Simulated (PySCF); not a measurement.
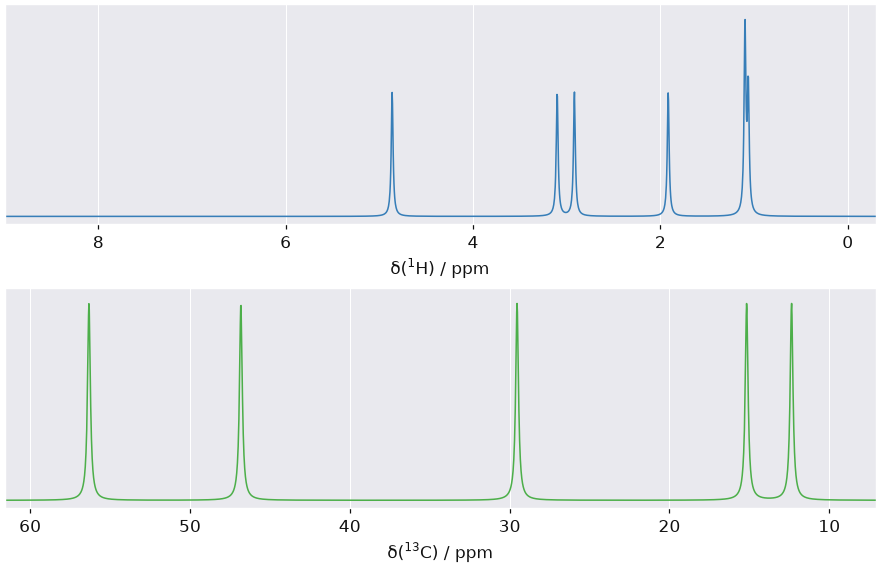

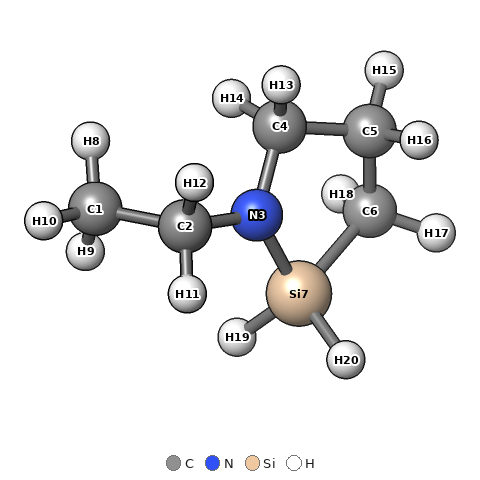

Spectrum and numbered structure of C₅H₁₃NSi, SMILES CCN1CCC[SiH2]1. GIAO shifts, PBE0/pcSseg-1 in PySCF 2.14.0, at a GFN2-xTB geometry (no frequency check), against TMS for ¹H and TMS for ¹³C computed at the same level. Gas phase, fully decoupled, line heights follow the number of nuclei, widths are arbitrary (no quadrupolar broadening); values of one conformer, averaged over nuclei that symmetry, rotation about single bonds, ring flips or inversion at nitrogen exchange, these motions taken as fast; other conformers aren't averaged in.

Assign the ¹H signals to the numbered atoms.

| δ (ppm) | nuclei | atoms |
| --- | --- | --- |
| 4.86 | 2 | H19, H20 |
| 3.10 | 2 | H11, H12 |
| 2.92 | 2 | H13, H14 |
| 1.92 | 2 | H15, H16 |
| 1.10 | 3 | H8, H9, H10 |
| 1.06 | 2 | H17, H18 |

The order of signals that lie close, as those under 0.08 ppm apart, is within the error of the method.

Assign the ¹³C signals to the numbered atoms.

```csv
δ (ppm),nuclei,atoms
56.3,1,C4
46.8,1,C2
29.5,1,C5
15.2,1,C1
12.4,1,C6
```

Caveats: the tight-binding geometry is rougher than a DFT one and adds to the error.
